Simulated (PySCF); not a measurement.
# SiH4S (Si(SH)H3): PBE/STO-6G

What is the energy change on altering one bond length of SiH4S (Si(SH)H3) at PBE/STO-6G? The job is set up through a Python script.

Program for the calculation: PySCF 2.14.0.

6 further runs of the same task are left out: 6 set aside as unsound or not needed.

### 1 Starting point

SiH4S has 6 atoms, charge 0, and is taken as a singlet. As SMILES, `[H][Si]([H])([H])S`. The shape is that of a GFN2-xTB optimisation.

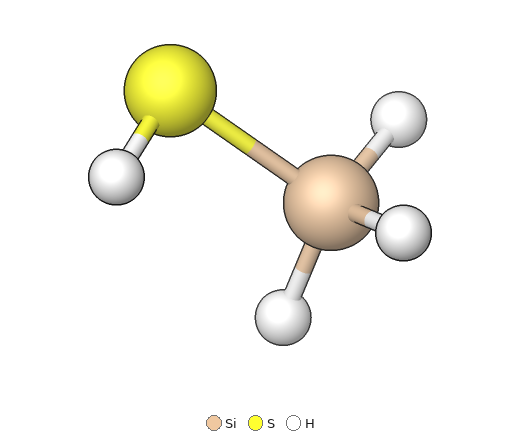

The structure, seen from a chosen angle (silicon light orange, sulfur yellow, hydrogen white).

### 2 The energy at PBE/STO-6G

File job.py:

```python
from pyscf import gto, dft

mol = gto.M(
    atom='''
Si     0.380232    -0.027477    -1.029107
S      0.479461     0.037454     3.026340
H     -1.997081     0.113213     3.392512
H      3.034919    -0.039098    -1.719556
H     -0.950967     2.231011    -1.871131
H     -0.946564    -2.315103    -1.799057
''',
    max_memory=1860,
    unit='bohr',
    basis='sto-6g',
    verbose=4,
)

mf = dft.RKS(mol)
mf.xc = 'pbe'
mf.conv_tol = 1e-10
mf.grids.level = 5
mf.kernel()
if not mf.converged:
    mf = mf.newton().run(mf.mo_coeff, mf.mo_occ)

energy = mf.e_tot
print('E = %.10f Eh' % energy)
```

Launch:

```
OMP_NUM_THREADS=1 python job.py
```

Log:

```text
PySCF version 2.14.0

[INPUT] num. atoms = 6
[INPUT] num. electrons = 34
[INPUT] charge = 0
[INPUT] spin (= nelec alpha-beta = 2S) = 0
[INPUT] symmetry False subgroup None
[INPUT] Mole.unit = bohr
[INPUT] Symbol           X                Y                Z      unit          X                Y                Z       unit  Magmom
[INPUT]  1 Si     0.201210109263  -0.014540202224  -0.544579971998 AA    0.380232000000  -0.027477000000  -1.029107000000 Bohr   0.0
[INPUT]  2 S      0.253719834725   0.019819803258   1.601470160496 AA    0.479461000000   0.037454000000   3.026340000000 Bohr   0.0
[INPUT]  3 H     -1.056809753561   0.059909739580   1.795240038173 AA   -1.997081000000   0.113213000000   3.392512000000 Bohr   0.0
[INPUT]  4 H      1.606009971788  -0.020689770593  -0.909949848101 AA    3.034919000000  -0.039098000000  -1.719556000000 Bohr   0.0
[INPUT]  5 H     -0.503230064737   1.180600178512  -0.990159883846 AA   -0.950967000000   2.231011000000  -1.871131000000 Bohr   0.0
[INPUT]  6 H     -0.500900097477  -1.225099748533  -0.952019965546 AA   -0.946564000000  -2.315103000000  -1.799057000000 Bohr   0.0

nuclear repulsion = 89.5275031888272
number of shells = 14
number of NR pGTOs = 132
number of NR cGTOs = 22
basis = sto-6g
ecp = {}

******** <class 'pyscf.dft.rks.RKS'> ********
method = RKS
initial guess = minao
damping factor = 0
level_shift factor = 0
DIIS = <class 'pyscf.scf.diis.CDIIS'>
diis_start_cycle = 1
diis_space = 8
diis_damp = 0
SCF conv_tol = 1e-10
SCF conv_tol_grad = None
SCF max_cycles = 50
direct_scf = True
direct_scf_tol = 1e-13
XC library pyscf.dft.libxc version 7.0.0
    S. Lehtola, C. Steigemann, M. J.T. Oliveira, and M. A.L. Marques.,  SoftwareX 7, 1–5 (2018)
XC functionals = pbe
    J. P. Perdew, K. Burke, and M. Ernzerhof.,  Phys. Rev. Lett. 77, 3865 (1996)
    J. P. Perdew, K. Burke, and M. Ernzerhof.,  Phys. Rev. Lett. 78, 1396 (1997)
    J. P. Perdew, K. Burke, and M. Ernzerhof.,  Phys. Rev. Lett. 77, 3865 (1996)
    J. P. Perdew, K. Burke, and M. Ernzerhof.,  Phys. Rev. Lett. 78, 1396 (1997)
radial grids:
    Treutler-Ahlrichs [JCP 102, 346 (1995); DOI:10.1063/1.469408] (M4) radial grids

becke partition: Becke, JCP 88, 2547 (1988); DOI:10.1063/1.454033
pruning grids: <function nwchem_prune>
grids dens level: 5
symmetrized grids: False
atomic radii adjust function: <function treutler_atomic_radii_adjust>
small_rho_cutoff = 0
Set gradient conv threshold to 1e-05
Initial guess from minao.
tot grids = 180760
init E= -686.997781206389
  HOMO = -0.247790646836457  LUMO = 0.0893158578578516  gap/eV = 9.17314
cycle= 1 E= -687.247238883402  delta_E= -0.249  |g|= 0.296  |ddm|= 2.63
  HOMO = -0.0119136045236573  LUMO = 0.191738170377019  gap/eV = 5.54165
cycle= 2 E= -687.227098904289  delta_E= 0.0201  |g|= 0.369  |ddm|= 1.35
  HOMO = -0.073153469678143  LUMO = 0.188493146673833  gap/eV = 7.11977
cycle= 3 E= -687.286866114972  delta_E= -0.0598  |g|= 0.0117  |ddm|= 0.77
  HOMO = -0.0706251523825073  LUMO = 0.187797281075912  gap/eV = 7.03203
cycle= 4 E= -687.286954473643  delta_E= -8.84e-05  |g|= 0.00323  |ddm|= 0.0468
  HOMO = -0.0708908676273469  LUMO = 0.187981107566419  gap/eV = 7.04427
cycle= 5 E= -687.286960838369  delta_E= -6.36e-06  |g|= 0.000592  |ddm|= 0.00958
  HOMO = -0.0710462217466846  LUMO = 0.187839213117977  gap/eV = 7.04463
cycle= 6 E= -687.286960999558  delta_E= -1.61e-07  |g|= 5.88e-05  |ddm|= 0.00128
  HOMO = -0.0710479909890643  LUMO = 0.187842957970637  gap/eV = 7.04478
cycle= 7 E= -687.286961001134  delta_E= -1.58e-09  |g|= 2.8e-06  |ddm|= 0.000115
  HOMO = -0.0710482115910618  LUMO = 0.187843158736397  gap/eV = 7.04479
cycle= 8 E= -687.286961001139  delta_E= -5e-12  |g|= 2.88e-07  |ddm|= 8.83e-06
  HOMO = -0.0710482324142872  LUMO = 0.18784311821514  gap/eV = 7.04479
Extra cycle  E= -687.286961001139  delta_E= -4.55e-13  |g|= 1.99e-07  |ddm|= 1.21e-06
converged SCF energy = -687.286961001139
E = -687.2869610011 Eh
```

It took 4.2 s on 1 thread of Intel Xeon 6975P-C (Granite Rapids), shared host; peak memory 0.21 GiB.

### 3 The distorted shape, same level

File calc.py:

```python
from pyscf import gto, dft

mol = gto.M(
    atom='''
Si    -0.922640    -0.009620    -0.252281
S     -0.870130     0.024740     1.893769
H     -2.180660     0.064830     2.087539
H      1.606010    -0.020690    -0.909950
H     -1.627080     1.185520    -0.697861
H     -1.624750    -1.220180    -0.659721
''',
    charge=0,
    verbose=4,
    spin=0,
    basis='sto-6g',
    max_memory=1860,
)

ks = dft.RKS(mol, xc='pbe')
ks.conv_tol = 1e-10
ks.grids.level = 5
ks.kernel()
if not ks.converged:
    ks = ks.newton().run(ks.mo_coeff, ks.mo_occ)

etot = ks.e_tot
print(f'total energy: {etot:.8f} hartree')
```

Launch:

```
OMP_NUM_THREADS=1 python calc.py
```

Log:

```text
PySCF version 2.14.0

[INPUT] num. atoms = 6
[INPUT] num. electrons = 34
[INPUT] charge = 0
[INPUT] spin (= nelec alpha-beta = 2S) = 0
[INPUT] symmetry False subgroup None
[INPUT] Mole.unit = angstrom
[INPUT] Symbol           X                Y                Z      unit          X                Y                Z       unit  Magmom
[INPUT]  1 Si    -0.922640000000  -0.009620000000  -0.252281000000 AA   -1.743536911569  -0.018179165318  -0.476741996431 Bohr   0.0
[INPUT]  2 S     -0.870130000000   0.024740000000   1.893769000000 AA   -1.644307392768   0.046751824322   3.578704753191 Bohr   0.0
[INPUT]  3 H     -2.180660000000   0.064830000000   2.087539000000 AA   -4.120850170794   0.122510944656   3.944876984348 Bohr   0.0
[INPUT]  4 H      1.606010000000  -0.020690000000  -0.909950000000 AA    3.034919053313  -0.039098433517  -1.719556287048 Bohr   0.0
[INPUT]  5 H     -1.627080000000   1.185520000000  -0.697861000000 AA   -3.074735582757   2.240308115194  -1.318766163015 Bohr   0.0
[INPUT]  6 H     -1.624750000000  -1.220180000000  -0.659721000000 AA   -3.070332520887  -2.305806022672  -1.246692008624 Bohr   0.0

nuclear repulsion = 86.3948606847287
number of shells = 14
number of NR pGTOs = 132
number of NR cGTOs = 22
basis = sto-6g
ecp = {}

******** <class 'pyscf.dft.rks.RKS'> ********
method = RKS
initial guess = minao
damping factor = 0
level_shift factor = 0
DIIS = <class 'pyscf.scf.diis.CDIIS'>
diis_start_cycle = 1
diis_space = 8
diis_damp = 0
SCF conv_tol = 1e-10
SCF conv_tol_grad = None
SCF max_cycles = 50
direct_scf = True
direct_scf_tol = 1e-13
XC library pyscf.dft.libxc version 7.0.0
    S. Lehtola, C. Steigemann, M. J.T. Oliveira, and M. A.L. Marques.,  SoftwareX 7, 1–5 (2018)
XC functionals = pbe
    J. P. Perdew, K. Burke, and M. Ernzerhof.,  Phys. Rev. Lett. 77, 3865 (1996)
    J. P. Perdew, K. Burke, and M. Ernzerhof.,  Phys. Rev. Lett. 78, 1396 (1997)
    J. P. Perdew, K. Burke, and M. Ernzerhof.,  Phys. Rev. Lett. 77, 3865 (1996)
    J. P. Perdew, K. Burke, and M. Ernzerhof.,  Phys. Rev. Lett. 78, 1396 (1997)
radial grids:
    Treutler-Ahlrichs [JCP 102, 346 (1995); DOI:10.1063/1.469408] (M4) radial grids

becke partition: Becke, JCP 88, 2547 (1988); DOI:10.1063/1.454033
pruning grids: <function nwchem_prune>
grids dens level: 5
symmetrized grids: False
atomic radii adjust function: <function treutler_atomic_radii_adjust>
small_rho_cutoff = 0
Set gradient conv threshold to 1e-05
[... 1 set-up line as earlier in the session ...]
tot grids = 180760
init E= -686.824331148821
  HOMO = -0.22291345675662  LUMO = -0.0991979421906052  gap/eV = 3.36647
cycle= 1 E= -687.032753848485  delta_E= -0.208  |g|=  0.4  |ddm|= 2.69
  HOMO = -0.0430787306324028  LUMO = 0.0560851296373359  gap/eV = 2.69839
cycle= 2 E= -686.620511347106  delta_E= 0.412  |g|= 0.702  |ddm|= 2.71
  HOMO = -0.0615464559350524  LUMO = -0.00712616578993031  gap/eV = 1.48085
cycle= 3 E= -687.035149572656  delta_E= -0.415  |g|= 0.321  |ddm|= 2.63
  HOMO = -0.0671928239135811  LUMO = -0.00745774087021822  gap/eV = 1.62547
cycle= 4 E= -687.061795894698  delta_E= -0.0266  |g|= 0.276  |ddm|= 0.161
  HOMO = -0.0643076025965664  LUMO = -0.0275977592187635  gap/eV = 0.99893
cycle= 5 E= -687.030767404736  delta_E= 0.031  |g|= 0.316  |ddm|= 0.23
  HOMO = -0.0626054125713119  LUMO = -0.0277622890420745  gap/eV = 0.94813
cycle= 6 E= -687.022969490891  delta_E= 0.0078  |g|= 0.325  |ddm|= 0.0458
  HOMO = -0.06208022820072  LUMO = -0.028142367895497  gap/eV = 0.92350
cycle= 7 E= -687.009108308513  delta_E= 0.0139  |g|= 0.339  |ddm|= 0.0719
  HOMO = -0.0618537362077323  LUMO = -0.0281855233657794  gap/eV = 0.91616
cycle= 8 E= -687.00498441947  delta_E= 0.00412  |g|= 0.343  |ddm|= 0.0214
  HOMO = -0.0619235469449477  LUMO = -0.0282158671161623  gap/eV = 0.91723
cycle= 9 E= -687.005709461285  delta_E= -0.000725  |g|= 0.342  |ddm|= 0.00361
  HOMO = -0.0612727396637056  LUMO = -0.0273309578631753  gap/eV = 0.92360
cycle= 10 E= -687.00103139983  delta_E= 0.00468  |g|= 0.347  |ddm|= 0.0232
  HOMO = -0.0790860682363652  LUMO = -0.0247605525985149  gap/eV = 1.47827
cycle= 11 E= -687.115284117948  delta_E= -0.114  |g|= 0.00462  |ddm|= 0.969
  HOMO = -0.0788950419879897  LUMO = -0.0228867487748752  gap/eV = 1.52406
cycle= 12 E= -687.115291665739  delta_E= -7.55e-06  |g|= 0.00255  |ddm|= 0.0149
  HOMO = -0.0789714740121563  LUMO = -0.022839363860785  gap/eV = 1.52743
cycle= 13 E= -687.115294697543  delta_E= -3.03e-06  |g|= 0.00135  |ddm|= 0.00483
  HOMO = -0.0788789466379948  LUMO = -0.022936641912352  gap/eV = 1.52227
cycle= 14 E= -687.11529570886  delta_E= -1.01e-06  |g|= 0.000539  |ddm|= 0.00421
  HOMO = -0.0788972591039521  LUMO = -0.0229172276021435  gap/eV = 1.52329
cycle= 15 E= -687.115295876774  delta_E= -1.68e-07  |g|= 0.000166  |ddm|= 0.00154
  HOMO = -0.0788932380084027  LUMO = -0.0229244569547344  gap/eV = 1.52299
cycle= 16 E= -687.115295894824  delta_E= -1.8e-08  |g|= 3.86e-06  |ddm|= 0.000378
  HOMO = -0.0788934707929805  LUMO = -0.0229242792971248  gap/eV = 1.52300
cycle= 17 E= -687.115295894835  delta_E= -1.13e-11  |g|= 7.21e-07  |ddm|= 7.48e-06
  HOMO = -0.0788935274175614  LUMO = -0.0229241567794774  gap/eV = 1.52300
Extra cycle  E= -687.115295894824  delta_E= 1.11e-11  |g|= 3.94e-06  |ddm|= 1e-05
converged SCF energy = -687.115295894824
total energy: -687.11529589 hartree
```

Run time: 7.2 s. Hardware: 1 thread of Intel Xeon 6975P-C (Granite Rapids), shared host; peak memory 0.2 GiB.

### 4 Outcome

At PBE/STO-6G:

| quantity | value |
| --- | --- |
| first shape: total energy | -687.28696 Eh |
| first shape: dipole moment | 1.24 D |
| first shape: HOMO energy | -1.93 eV |
| first shape: LUMO energy | 5.11 eV |
| first shape: HOMO–LUMO gap | 7.04 eV |
| distorted shape: total energy | -687.11530 Eh |
| distorted shape: dipole moment | 1.66 D |
| distorted shape: HOMO energy | -2.15 eV |
| distorted shape: LUMO energy | -0.62 eV |
| distorted shape: HOMO–LUMO gap | 1.52 eV |
| energy change with the Si1–H4 bond stretched from 1.452 to 2.613 Å | 4.671 eV |

What this shows: One bond (distorted shape) is far stretched, which a spin-restricted single reference describes badly; a broken-symmetry solution may lie lower. With the Si1–H4 bond stretched from 1.452 to 2.613 Å the energy rises by 4.67 eV (108 kcal/mol). The first shape isn't relaxed at this level, so the change isn't measured from a minimum. A restricted reference can't describe the breaking bond well at this length. The minimal basis adds a large error of its own.
